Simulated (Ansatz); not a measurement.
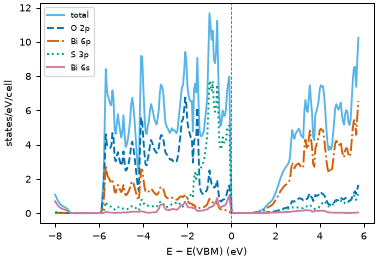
Figure: Total and projected density of states of Bi$_{2}$SO$_{2}$ in space group Pnnm (No. 58; Bi on 4g, S on 2a, O on 4g), the program Ansatz at the PBEsol level (PAW)

Which orbitals carry the states next to the gap?

Top 1 eV of the valence band: S 3p 69 %, O 2p 17 %, Bi 6s 7 %. Bottom 1 eV of the conduction band: Bi 6p 64 %, O 2s 10 %, O 2p 9 %, S 3p 6 %. Projections are on Löwdin-orthogonalised atomic valence shells; empty p or d shells of many metals are not among them.

Where is the tallest occupied peak in this window, and what makes it?

Near -1.0 eV, about 12 states/eV per cell; the largest projected share is S 3p.

The first step of the workflow began from a Materials Project structure, measured or hypothetical; the Crystallography Open Database copy checked does not list it. Whether it is the stable phase at ambient conditions was not checked. Symmetry was held in the PBEsol relaxation; whether a distortion lowers the energy is not shown. Spin–orbit coupling is left out wherever it is not named.

Potentials: the later of the program's two PAW sets.
